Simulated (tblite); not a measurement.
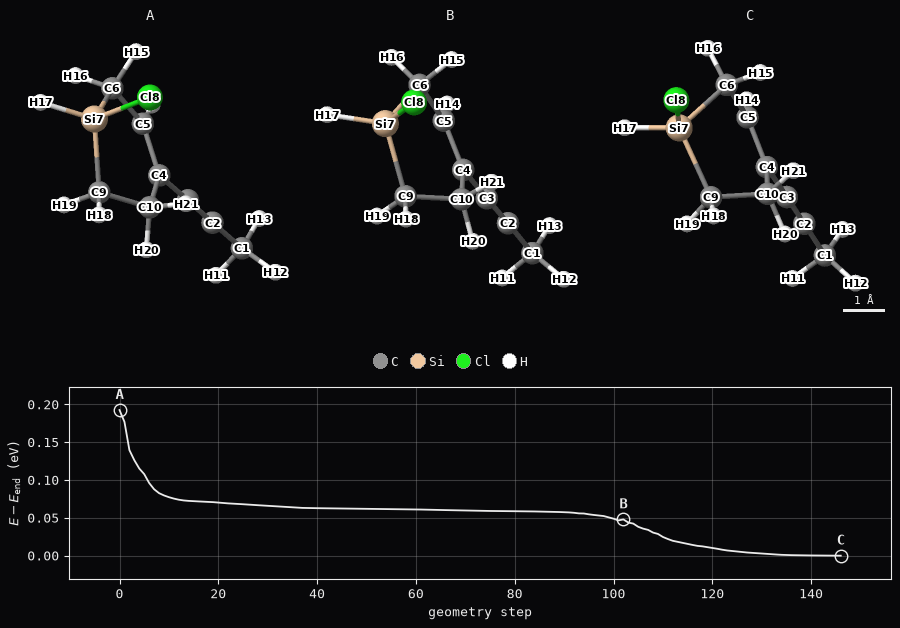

Frames of a relaxation of C8H11ClSi, marked on the history of the run. Style: ball-and-stick. Shown from a free direction.

These are results of GFN2-xTB geometry optimisation, gas phase (tblite), not measurements. 

### What happens along the run?

Over 146 geometry steps the energy falls by 0.193 eV. Cl8 moves most after the best rigid fit: 1.84 Å. By element the largest moves are Cl 1.84 Å, H 1.57 Å, C 0.57 Å, Si 0.56 Å. Among the contacts that change: Si7–C9 1.861 → 1.905 Å, C6–Si7 1.879 → 1.909 Å, C4–C5 1.367 → 1.337 Å, Si7–Cl8 2.058 → 2.029 Å. Among the angles between lasting bonds that change: C5–C6–Si7 116.1° → 109.2°, C4–C5–C6 127.5° → 122.3°, C4–C10–C9 116.3° → 111.2°. Groups turn about C6–Si7 by about 60°, C5–C6 by about 50°, Si7–C9 by about 35°. Cost: 4.2 s on 1 thread of Intel(R) Xeon(R) Processor @ 2.70GHz, with other jobs on the host. From step 0 to 102: Cl8 moves most (0.94 Å), energy −0.145 eV. From step 102 to 146: Cl8 moves most (0.93 Å), energy −0.048 eV.

| step | E − E(0), eV |
| --- | --- |
| 0 | 0.0000 |
| 1 | -0.0156 |
| 2 | -0.0530 |
| 3 | -0.0664 |
| 4 | -0.0774 |
| 5 | -0.0848 |
| 6 | -0.0965 |
| 7 | -0.1048 |
| 8 | -0.1099 |
| 9 | -0.1129 |
| 10 | -0.1153 |
| 17 | -0.1212 |
| 24 | -0.1242 |
| 31 | -0.1271 |
| 39 | -0.1297 |
| 46 | -0.1303 |
| 53 | -0.1309 |
| 60 | -0.1315 |
| 67 | -0.1325 |
| 74 | -0.1334 |
| 82 | -0.1339 |
| 89 | -0.1349 |
| 96 | -0.1388 |
| 103 | -0.1489 |
| 110 | -0.1679 |
| 117 | -0.1797 |
| 125 | -0.1873 |
| 132 | -0.1907 |
| 139 | -0.1923 |
| 146 | -0.1926 |
